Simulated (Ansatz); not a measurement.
# C$_{2}$H$_{12}$N$_{4}$Si: molecular dynamics (part 1 of 3)

The run: molecular dynamics of C$_{2}$H$_{12}$N$_{4}$Si. Method and program: RKS PBE-D4/STO-3G (Ansatz 0.2.0).

It belongs to a series of runs on one base structure; here: dynamics from the start. Figures and captions count atoms from 1; the log counts them from 0 in places.

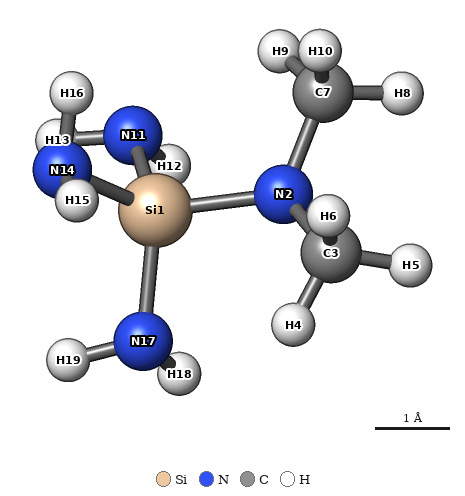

Fig. 1: The starting structure (ball-and-stick view, seen at a tilt; atoms are numbered from 1 in the order of the input).

The input
```yaml
crystal:
  periodic: [false, false, false]
  atoms:
    - { symbol: Si, position_ang: [0.031313, -0.030847, 0.011601] }
    - { symbol: "N", position_ang: [0.124363, -0.307129, 1.755331] }
    - { symbol: C, position_ang: [-1.158222, -0.515795, 2.490111] }
    - { symbol: H, position_ang: [-1.861926, -1.049083, 1.816597] }
    - { symbol: H, position_ang: [-0.990193, -1.136259, 3.399359] }
    - { symbol: H, position_ang: [-1.641903, 0.436259, 2.825763] }
    - { symbol: C, position_ang: [1.093335, 0.519231, 2.534165] }
    - { symbol: H, position_ang: [1.424516, -0.025401, 3.447101] }
    - { symbol: H, position_ang: [1.978018, 0.715046, 1.892202] }
    - { symbol: H, position_ang: [0.675309, 1.501842, 2.870249] }
    - { symbol: "N", position_ang: [1.756603, 0.042106, -0.447247] }
    - { symbol: H, position_ang: [2.207648, -0.906107, -0.299986] }
    - { symbol: H, position_ang: [1.82852, 0.187503, -1.495051] }
    - { symbol: "N", position_ang: [-0.628337, 1.443357, -0.754507] }
    - { symbol: H, position_ang: [-1.617319, 1.595388, -0.400762] }
    - { symbol: H, position_ang: [-0.108588, 2.285604, -0.371381] }
    - { symbol: "N", position_ang: [-1.134316, -1.283516, -0.502933] }
    - { symbol: H, position_ang: [-0.713633, -2.246099, -0.358818] }
    - { symbol: H, position_ang: [-1.259387, -1.2261, -1.554294] }
basis:
  gaussian: { orbitals: STO-3G }
hamiltonian:
  xc: pbe
  dispersion: d4
md:
  timestep: 1.0
  n_steps: 402
  ensemble: nvt_nose_hoover
  temperature: 400.0
  initial_velocities: maxwell_boltzmann
  seed: 888508
  nose_hoover: { tau: 300.0, chain_length: 1 }
```

Run on 1 thread of Arm Neoverse V2, 24 GiB of memory available, shared host.

Launched with:
```bash
ansatz run input.yaml --threads 1 --pin off --max-ram 2048MiB --backend cpu --events-out ev --progress --plain --runs-dir out
```

Output
```
Engine: ansatz 0.2.0, aarch64-unknown-linux-gnu
Functional definition: PBE
  parameter kappa = 0.804
  parameter beta = 0.06672455060314922
  exchange = pbe_x(kappa = kappa, mu = beta*pi^2/3)
  correlation = pbe_c(beta = beta)
758 factors; integrals over basis functions are off by at most 1.0e-5 eV
mean field evaluation 1: about -15893.2408 eV, gradient 3.9e1 eV
mean field evaluation 2: about -15890.5832 eV, gradient 4.9e1 eV
mean field evaluation 4: about -15897.8848 eV, gradient 2.2e0 eV
mean field evaluation 8: about -15897.7230 eV, gradient 7.0e-2 eV
mean field -15897.72299787 eV, -584.2305443082 hartree, gradient 1.7e-5 eV, S^2 0.000000; 0 other end points of the search recorded, 0 dependent functions left out
the calculation of the forces begins
reference -15897.72303005 eV, -584.2305454906 hartree; 33, 33 occupied and 18, 18 virtual orbitals, 758 factors
md step     0: t =     0.00 fs  T =   400.0 K  F+E_penalty+E_count = -15898.19779969 eV  E_kin = 0.878968 eV  conserved = -15897.31883170 eV  (23 SCF iters)
these checks for a lower state are left out or cut short: starts, cluster_reference, orbital_swaps, neighbouring_geometries, increment
758 factors; integrals over basis functions are off by at most 9.4e-6 eV
mean field evaluation 16: about -15897.7097 eV, gradient 2.2e0 eV
mean field -15897.54262058 eV, -584.2239155648 hartree, gradient 9.9e-6 eV, S^2 0.000000; 0 other end points of the search recorded, 0 dependent functions left out
the calculation of the forces begins
reference -15897.54265290 eV, -584.2239167526 hartree; 33, 33 occupied and 18, 18 virtual orbitals, 758 factors
md step     1: t =     1.00 fs  T =   326.0 K  F+E_penalty+E_count = -15898.01602009 eV  E_kin = 0.716254 eV  conserved = -15897.29976667 eV  (26 SCF iters, 3 dispersion substeps)
[... from here on the SCF iterations and repeated set-up lines of each step are left out, up to the last step ...]
md step     2: t =     2.00 fs  T =   196.0 K  F+E_penalty+E_count = -15897.70822338 eV  E_kin = 0.430739 eV  conserved = -15897.27748725 eV  (26 SCF iters, 3 dispersion substeps)
md step     3: t =     3.00 fs  T =   148.3 K  F+E_penalty+E_count = -15897.60184876 eV  E_kin = 0.325785 eV  conserved = -15897.27607250 eV  (26 SCF iters, 3 dispersion substeps)
md step     4: t =     4.00 fs  T =   197.9 K  F+E_penalty+E_count = -15897.72607434 eV  E_kin = 0.434796 eV  conserved = -15897.29129867 eV  (26 SCF iters, 3 dispersion substeps)
md step     5: t =     5.00 fs  T =   249.1 K  F+E_penalty+E_count = -15897.85381700 eV  E_kin = 0.547390 eV  conserved = -15897.30646720 eV  (27 SCF iters, 3 dispersion substeps)
md step     6: t =     6.00 fs  T =   210.9 K  F+E_penalty+E_count = -15897.76742139 eV  E_kin = 0.463450 eV  conserved = -15897.30403581 eV  (26 SCF iters, 3 dispersion substeps)
md step     7: t =     7.00 fs  T =   116.7 K  F+E_penalty+E_count = -15897.53528902 eV  E_kin = 0.256369 eV  conserved = -15897.27900598 eV  (27 SCF iters, 3 dispersion substeps)
md step     8: t =     8.00 fs  T =   113.5 K  F+E_penalty+E_count = -15897.52245827 eV  E_kin = 0.249500 eV  conserved = -15897.27306326 eV  (28 SCF iters, 3 dispersion substeps)
md step     9: t =     9.00 fs  T =   225.8 K  F+E_penalty+E_count = -15897.79937814 eV  E_kin = 0.496206 eV  conserved = -15897.30331094 eV  (28 SCF iters, 3 dispersion substeps)
md step    10: t =    10.00 fs  T =   289.9 K  F+E_penalty+E_count = -15897.95015352 eV  E_kin = 0.637086 eV  conserved = -15897.31326416 eV  (26 SCF iters, 3 dispersion substeps)
md step    11: t =    11.00 fs  T =   233.1 K  F+E_penalty+E_count = -15897.80580158 eV  E_kin = 0.512217 eV  conserved = -15897.29384229 eV  (26 SCF iters, 3 dispersion substeps)
md step    12: t =    12.00 fs  T =   155.4 K  F+E_penalty+E_count = -15897.62075603 eV  E_kin = 0.341445 eV  conserved = -15897.27961843 eV  (26 SCF iters, 3 dispersion substeps)
md step    13: t =    13.00 fs  T =   146.6 K  F+E_penalty+E_count = -15897.60532690 eV  E_kin = 0.322129 eV  conserved = -15897.28354823 eV  (25 SCF iters, 3 dispersion substeps)
md step    14: t =    14.00 fs  T =   191.1 K  F+E_penalty+E_count = -15897.71262205 eV  E_kin = 0.419953 eV  conserved = -15897.29307353 eV  (26 SCF iters, 3 dispersion substeps)
md step    15: t =    15.00 fs  T =   228.4 K  F+E_penalty+E_count = -15897.80016764 eV  E_kin = 0.501877 eV  conserved = -15897.29876598 eV  (26 SCF iters, 3 dispersion substeps)
md step    16: t =    16.00 fs  T =   220.9 K  F+E_penalty+E_count = -15897.78363406 eV  E_kin = 0.485398 eV  conserved = -15897.29879349 eV  (27 SCF iters, 3 dispersion substeps)
md step    17: t =    17.00 fs  T =   179.4 K  F+E_penalty+E_count = -15897.68306900 eV  E_kin = 0.394223 eV  conserved = -15897.28947975 eV  (26 SCF iters, 3 dispersion substeps)
md step    18: t =    18.00 fs  T =   167.4 K  F+E_penalty+E_count = -15897.64943690 eV  E_kin = 0.367789 eV  conserved = -15897.28235319 eV  (27 SCF iters, 3 dispersion substeps)
md step    19: t =    19.00 fs  T =   215.6 K  F+E_penalty+E_count = -15897.76961972 eV  E_kin = 0.473699 eV  conserved = -15897.29671043 eV  (27 SCF iters, 3 dispersion substeps)
md step    20: t =    20.00 fs  T =   249.0 K  F+E_penalty+E_count = -15897.85042083 eV  E_kin = 0.547094 eV  conserved = -15897.30422424 eV  (28 SCF iters, 3 dispersion substeps)
md step    21: t =    21.00 fs  T =   219.9 K  F+E_penalty+E_count = -15897.77563946 eV  E_kin = 0.483173 eV  conserved = -15897.29347666 eV  (28 SCF iters, 3 dispersion substeps)
md step    22: t =    22.00 fs  T =   177.5 K  F+E_penalty+E_count = -15897.67589686 eV  E_kin = 0.390069 eV  conserved = -15897.28693807 eV  (27 SCF iters, 3 dispersion substeps)
md step    23: t =    23.00 fs  T =   163.7 K  F+E_penalty+E_count = -15897.64699415 eV  E_kin = 0.359673 eV  conserved = -15897.28852174 eV  (27 SCF iters, 3 dispersion substeps)
md step    24: t =    24.00 fs  T =   176.4 K  F+E_penalty+E_count = -15897.67488545 eV  E_kin = 0.387667 eV  conserved = -15897.28851380 eV  (26 SCF iters, 3 dispersion substeps)
md step    25: t =    25.00 fs  T =   210.0 K  F+E_penalty+E_count = -15897.75135463 eV  E_kin = 0.461552 eV  conserved = -15897.29121085 eV  (26 SCF iters, 3 dispersion substeps)
md step    26: t =    26.00 fs  T =   241.6 K  F+E_penalty+E_count = -15897.82915960 eV  E_kin = 0.530842 eV  conserved = -15897.29986343 eV  (27 SCF iters, 3 dispersion substeps)
md step    27: t =    27.00 fs  T =   230.9 K  F+E_penalty+E_count = -15897.80290712 eV  E_kin = 0.507386 eV  conserved = -15897.29721620 eV  (26 SCF iters, 3 dispersion substeps)
md step    28: t =    28.00 fs  T =   202.8 K  F+E_penalty+E_count = -15897.72819553 eV  E_kin = 0.445669 eV  conserved = -15897.28436166 eV  (27 SCF iters, 3 dispersion substeps)
md step    29: t =    29.00 fs  T =   220.8 K  F+E_penalty+E_count = -15897.77415589 eV  E_kin = 0.485226 eV  conserved = -15897.29090803 eV  (27 SCF iters, 3 dispersion substeps)
md step    30: t =    30.00 fs  T =   253.3 K  F+E_penalty+E_count = -15897.85706660 eV  E_kin = 0.556542 eV  conserved = -15897.30266800 eV  (26 SCF iters, 3 dispersion substeps)
md step    31: t =    31.00 fs  T =   236.6 K  F+E_penalty+E_count = -15897.81433216 eV  E_kin = 0.519823 eV  conserved = -15897.29682685 eV  (27 SCF iters, 3 dispersion substeps)
md step    32: t =    32.00 fs  T =   190.9 K  F+E_penalty+E_count = -15897.70678726 eV  E_kin = 0.419536 eV  conserved = -15897.28972567 eV  (26 SCF iters, 3 dispersion substeps)
md step    33: t =    33.00 fs  T =   159.0 K  F+E_penalty+E_count = -15897.63521332 eV  E_kin = 0.349281 eV  conserved = -15897.28853934 eV  (27 SCF iters, 3 dispersion substeps)
md step    34: t =    34.00 fs  T =   155.1 K  F+E_penalty+E_count = -15897.62537635 eV  E_kin = 0.340873 eV  conserved = -15897.28723381 eV  (26 SCF iters, 3 dispersion substeps)
md step    35: t =    35.00 fs  T =   179.7 K  F+E_penalty+E_count = -15897.68393949 eV  E_kin = 0.394893 eV  conserved = -15897.29191393 eV  (26 SCF iters, 3 dispersion substeps)
md step    36: t =    36.00 fs  T =   201.7 K  F+E_penalty+E_count = -15897.73904928 eV  E_kin = 0.443223 eV  conserved = -15897.29885519 eV  (26 SCF iters, 3 dispersion substeps)
md step    37: t =    37.00 fs  T =   188.2 K  F+E_penalty+E_count = -15897.70473300 eV  E_kin = 0.413585 eV  conserved = -15897.29434650 eV  (25 SCF iters, 3 dispersion substeps)
md step    38: t =    38.00 fs  T =   169.9 K  F+E_penalty+E_count = -15897.65542366 eV  E_kin = 0.373319 eV  conserved = -15897.28546293 eV  (27 SCF iters, 3 dispersion substeps)
md step    39: t =    39.00 fs  T =   193.3 K  F+E_penalty+E_count = -15897.71333175 eV  E_kin = 0.424837 eV  conserved = -15897.29202113 eV  (27 SCF iters, 3 dispersion substeps)
md step    40: t =    40.00 fs  T =   224.8 K  F+E_penalty+E_count = -15897.79216201 eV  E_kin = 0.493959 eV  conserved = -15897.30192739 eV  (26 SCF iters, 3 dispersion substeps)
md step    41: t =    41.00 fs  T =   213.3 K  F+E_penalty+E_count = -15897.75987358 eV  E_kin = 0.468819 eV  conserved = -15897.29499160 eV  (26 SCF iters, 3 dispersion substeps)
md step    42: t =    42.00 fs  T =   188.5 K  F+E_penalty+E_count = -15897.69852098 eV  E_kin = 0.414186 eV  conserved = -15897.28847144 eV  (27 SCF iters, 3 dispersion substeps)
md step    43: t =    43.00 fs  T =   186.2 K  F+E_penalty+E_count = -15897.69649800 eV  E_kin = 0.409060 eV  conserved = -15897.29176509 eV  (26 SCF iters, 3 dispersion substeps)
md step    44: t =    44.00 fs  T =   193.2 K  F+E_penalty+E_count = -15897.71289383 eV  E_kin = 0.424584 eV  conserved = -15897.29283516 eV  (26 SCF iters, 3 dispersion substeps)
md step    45: t =    45.00 fs  T =   195.3 K  F+E_penalty+E_count = -15897.71762299 eV  E_kin = 0.429153 eV  conserved = -15897.29320249 eV  (27 SCF iters, 3 dispersion substeps)
md step    46: t =    46.00 fs  T =   188.5 K  F+E_penalty+E_count = -15897.70195351 eV  E_kin = 0.414192 eV  conserved = -15897.29270490 eV  (26 SCF iters, 3 dispersion substeps)
md step    47: t =    47.00 fs  T =   179.3 K  F+E_penalty+E_count = -15897.67930151 eV  E_kin = 0.393968 eV  conserved = -15897.29048243 eV  (26 SCF iters, 3 dispersion substeps)
md step    48: t =    48.00 fs  T =   183.5 K  F+E_penalty+E_count = -15897.68816912 eV  E_kin = 0.403215 eV  conserved = -15897.29031140 eV  (27 SCF iters, 3 dispersion substeps)
md step    49: t =    49.00 fs  T =   201.7 K  F+E_penalty+E_count = -15897.73306382 eV  E_kin = 0.443124 eV  conserved = -15897.29552298 eV  (27 SCF iters, 3 dispersion substeps)
md step    50: t =    50.00 fs  T =   205.1 K  F+E_penalty+E_count = -15897.74381570 eV  E_kin = 0.450644 eV  conserved = -15897.29899826 eV  (26 SCF iters, 3 dispersion substeps)
md step    51: t =    51.00 fs  T =   184.0 K  F+E_penalty+E_count = -15897.68755921 eV  E_kin = 0.404306 eV  conserved = -15897.28931815 eV  (26 SCF iters, 3 dispersion substeps)
md step    52: t =    52.00 fs  T =   190.2 K  F+E_penalty+E_count = -15897.69666413 eV  E_kin = 0.417930 eV  conserved = -15897.28503261 eV  (25 SCF iters, 3 dispersion substeps)
md step    53: t =    53.00 fs  T =   239.9 K  F+E_penalty+E_count = -15897.81793457 eV  E_kin = 0.527082 eV  conserved = -15897.29742500 eV  (25 SCF iters, 3 dispersion substeps)
md step    54: t =    54.00 fs  T =   265.7 K  F+E_penalty+E_count = -15897.87830759 eV  E_kin = 0.583942 eV  conserved = -15897.30126429 eV  (26 SCF iters, 3 dispersion substeps)
md step    55: t =    55.00 fs  T =   237.4 K  F+E_penalty+E_count = -15897.80700663 eV  E_kin = 0.521687 eV  conserved = -15897.29254848 eV  (26 SCF iters, 3 dispersion substeps)
md step    56: t =    56.00 fs  T =   201.4 K  F+E_penalty+E_count = -15897.72056841 eV  E_kin = 0.442669 eV  conserved = -15897.28541946 eV  (26 SCF iters, 3 dispersion substeps)
md step    57: t =    57.00 fs  T =   201.2 K  F+E_penalty+E_count = -15897.72321706 eV  E_kin = 0.442031 eV  conserved = -15897.28897927 eV  (26 SCF iters, 3 dispersion substeps)
md step    58: t =    58.00 fs  T =   220.4 K  F+E_penalty+E_count = -15897.77188399 eV  E_kin = 0.484212 eV  conserved = -15897.29575527 eV  (27 SCF iters, 3 dispersion substeps)
md step    59: t =    59.00 fs  T =   218.1 K  F+E_penalty+E_count = -15897.76951576 eV  E_kin = 0.479286 eV  conserved = -15897.29861958 eV  (27 SCF iters, 3 dispersion substeps)
md step    60: t =    60.00 fs  T =   178.2 K  F+E_penalty+E_count = -15897.67846186 eV  E_kin = 0.391677 eV  conserved = -15897.29545712 eV  (27 SCF iters, 3 dispersion substeps)
md step    61: t =    61.00 fs  T =   131.8 K  F+E_penalty+E_count = -15897.56520407 eV  E_kin = 0.289511 eV  conserved = -15897.28458999 eV  (26 SCF iters, 3 dispersion substeps)
md step    62: t =    62.00 fs  T =   143.7 K  F+E_penalty+E_count = -15897.59030201 eV  E_kin = 0.315740 eV  conserved = -15897.28366240 eV  (26 SCF iters, 3 dispersion substeps)
md step    63: t =    63.00 fs  T =   207.7 K  F+E_penalty+E_count = -15897.74887013 eV  E_kin = 0.456509 eV  conserved = -15897.30172800 eV  (26 SCF iters, 3 dispersion substeps)
md step    64: t =    64.00 fs  T =   227.9 K  F+E_penalty+E_count = -15897.79375201 eV  E_kin = 0.500761 eV  conserved = -15897.30269243 eV  (26 SCF iters, 3 dispersion substeps)
md step    65: t =    65.00 fs  T =   188.0 K  F+E_penalty+E_count = -15897.69133336 eV  E_kin = 0.413116 eV  conserved = -15897.28824222 eV  (25 SCF iters, 3 dispersion substeps)
md step    66: t =    66.00 fs  T =   162.0 K  F+E_penalty+E_count = -15897.63011175 eV  E_kin = 0.355950 eV  conserved = -15897.28446394 eV  (25 SCF iters, 3 dispersion substeps)
md step    67: t =    67.00 fs  T =   177.3 K  F+E_penalty+E_count = -15897.67005984 eV  E_kin = 0.389575 eV  conserved = -15897.29106062 eV  (25 SCF iters, 3 dispersion substeps)
md step    68: t =    68.00 fs  T =   200.0 K  F+E_penalty+E_count = -15897.72287907 eV  E_kin = 0.439502 eV  conserved = -15897.29426236 eV  (26 SCF iters, 3 dispersion substeps)
md step    69: t =    69.00 fs  T =   207.5 K  F+E_penalty+E_count = -15897.73828011 eV  E_kin = 0.455970 eV  conserved = -15897.29353504 eV  (26 SCF iters, 3 dispersion substeps)
md step    70: t =    70.00 fs  T =   201.2 K  F+E_penalty+E_count = -15897.72529944 eV  E_kin = 0.442141 eV  conserved = -15897.29472770 eV  (26 SCF iters, 3 dispersion substeps)
md step    71: t =    71.00 fs  T =   184.9 K  F+E_penalty+E_count = -15897.68580326 eV  E_kin = 0.406325 eV  conserved = -15897.29137786 eV  (26 SCF iters, 3 dispersion substeps)
md step    72: t =    72.00 fs  T =   186.5 K  F+E_penalty+E_count = -15897.68341314 eV  E_kin = 0.409872 eV  conserved = -15897.28576385 eV  (26 SCF iters, 3 dispersion substeps)
md step    73: t =    73.00 fs  T =   226.3 K  F+E_penalty+E_count = -15897.78041531 eV  E_kin = 0.497332 eV  conserved = -15897.29567046 eV  (27 SCF iters, 3 dispersion substeps)
md step    74: t =    74.00 fs  T =   255.3 K  F+E_penalty+E_count = -15897.84719569 eV  E_kin = 0.561057 eV  conserved = -15897.29915548 eV  (27 SCF iters, 3 dispersion substeps)
md step    75: t =    75.00 fs  T =   244.8 K  F+E_penalty+E_count = -15897.81724985 eV  E_kin = 0.537825 eV  conserved = -15897.29289270 eV  (27 SCF iters, 3 dispersion substeps)
md step    76: t =    76.00 fs  T =   219.6 K  F+E_penalty+E_count = -15897.75941068 eV  E_kin = 0.482662 eV  conserved = -15897.29063960 eV  (27 SCF iters, 3 dispersion substeps)
md step    77: t =    77.00 fs  T =   197.3 K  F+E_penalty+E_count = -15897.70905187 eV  E_kin = 0.433641 eV  conserved = -15897.28968680 eV  (26 SCF iters, 3 dispersion substeps)
md step    78: t =    78.00 fs  T =   188.3 K  F+E_penalty+E_count = -15897.68592799 eV  E_kin = 0.413722 eV  conserved = -15897.28684257 eV  (27 SCF iters, 3 dispersion substeps)
md step    79: t =    79.00 fs  T =   207.4 K  F+E_penalty+E_count = -15897.72957115 eV  E_kin = 0.455681 eV  conserved = -15897.28890099 eV  (28 SCF iters, 3 dispersion substeps)
md step    80: t =    80.00 fs  T =   237.6 K  F+E_penalty+E_count = -15897.80605240 eV  E_kin = 0.522138 eV  conserved = -15897.29935239 eV  (26 SCF iters, 3 dispersion substeps)
md step    81: t =    81.00 fs  T =   225.5 K  F+E_penalty+E_count = -15897.78046547 eV  E_kin = 0.495498 eV  conserved = -15897.30085411 eV  (26 SCF iters, 3 dispersion substeps)
md step    82: t =    82.00 fs  T =   177.4 K  F+E_penalty+E_count = -15897.65838617 eV  E_kin = 0.389864 eV  conserved = -15897.28480342 eV  (26 SCF iters, 3 dispersion substeps)
md step    83: t =    83.00 fs  T =   176.0 K  F+E_penalty+E_count = -15897.65599121 eV  E_kin = 0.386770 eV  conserved = -15897.28585336 eV  (26 SCF iters, 3 dispersion substeps)
md step    84: t =    84.00 fs  T =   219.3 K  F+E_penalty+E_count = -15897.76438570 eV  E_kin = 0.481957 eV  conserved = -15897.29945912 eV  (27 SCF iters, 3 dispersion substeps)
md step    85: t =    85.00 fs  T =   230.1 K  F+E_penalty+E_count = -15897.78763277 eV  E_kin = 0.505609 eV  conserved = -15897.29951184 eV  (26 SCF iters, 3 dispersion substeps)
md step    86: t =    86.00 fs  T =   190.9 K  F+E_penalty+E_count = -15897.69437974 eV  E_kin = 0.419423 eV  conserved = -15897.29287729 eV  (26 SCF iters, 3 dispersion substeps)
md step    87: t =    87.00 fs  T =   139.6 K  F+E_penalty+E_count = -15897.57441160 eV  E_kin = 0.306826 eV  conserved = -15897.28585085 eV  (26 SCF iters, 3 dispersion substeps)
md step    88: t =    88.00 fs  T =   125.1 K  F+E_penalty+E_count = -15897.53761358 eV  E_kin = 0.274872 eV  conserved = -15897.28128673 eV  (27 SCF iters, 3 dispersion substeps)
md step    89: t =    89.00 fs  T =   172.5 K  F+E_penalty+E_count = -15897.64765055 eV  E_kin = 0.379162 eV  conserved = -15897.28735306 eV  (26 SCF iters, 3 dispersion substeps)
md step    90: t =    90.00 fs  T =   239.6 K  F+E_penalty+E_count = -15897.80970954 eV  E_kin = 0.526490 eV  conserved = -15897.30253282 eV  (25 SCF iters, 3 dispersion substeps)
md step    91: t =    91.00 fs  T =   240.7 K  F+E_penalty+E_count = -15897.81472124 eV  E_kin = 0.528886 eV  conserved = -15897.30567540 eV  (25 SCF iters, 3 dispersion substeps)
md step    92: t =    92.00 fs  T =   175.5 K  F+E_penalty+E_count = -15897.64956266 eV  E_kin = 0.385695 eV  conserved = -15897.28416806 eV  (25 SCF iters, 3 dispersion substeps)
md step    93: t =    93.00 fs  T =   163.8 K  F+E_penalty+E_count = -15897.61828640 eV  E_kin = 0.359838 eV  conserved = -15897.27912919 eV  (25 SCF iters, 3 dispersion substeps)
md step    94: t =    94.00 fs  T =   231.1 K  F+E_penalty+E_count = -15897.78796251 eV  E_kin = 0.507769 eV  conserved = -15897.30132276 eV  (25 SCF iters, 3 dispersion substeps)
md step    95: t =    95.00 fs  T =   262.0 K  F+E_penalty+E_count = -15897.85874950 eV  E_kin = 0.575806 eV  conserved = -15897.30463827 eV  (26 SCF iters, 3 dispersion substeps)
```
